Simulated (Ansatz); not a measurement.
CsPbCl3, space group Pm-3m (No. 221), a = 5.040 Å, b = 5.040 Å, c = 5.040 Å, α = 90.00°, β = 90.00°, γ = 90.00°

| site | Wyckoff | x | y | z |
| --- | --- | --- | --- | --- |
| Pb | 1b | 0.5000 | 0.5000 | 0.5000 |
| Cl | 3c | 0.0000 | 0.5000 | 0.5000 |
| Cs | 1a | 0.0000 | 0.0000 | 0.0000 |

Source: the end point of a relaxation (final pressure about 20 GPa) with Ansatz 0.2.0, DFT, PAW plane waves, pbe, spin-orbit.

Describe the coordination of Cs.

Answer. CsCl12: an essentially ideal cuboctahedron (coordination number 12, S = 0.00; next best icosahedron, S = 5.3). Bonds: 12 × Cs–Cl 3.56 Å. The next neighbour, not counted, lies at 4.36 Å.

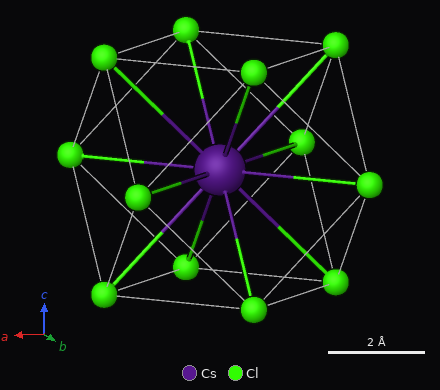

The polyhedron about Cs. Continuous shape measures are computed against ideal polyhedra (0 is ideal; above about 3 the distortion is strong).
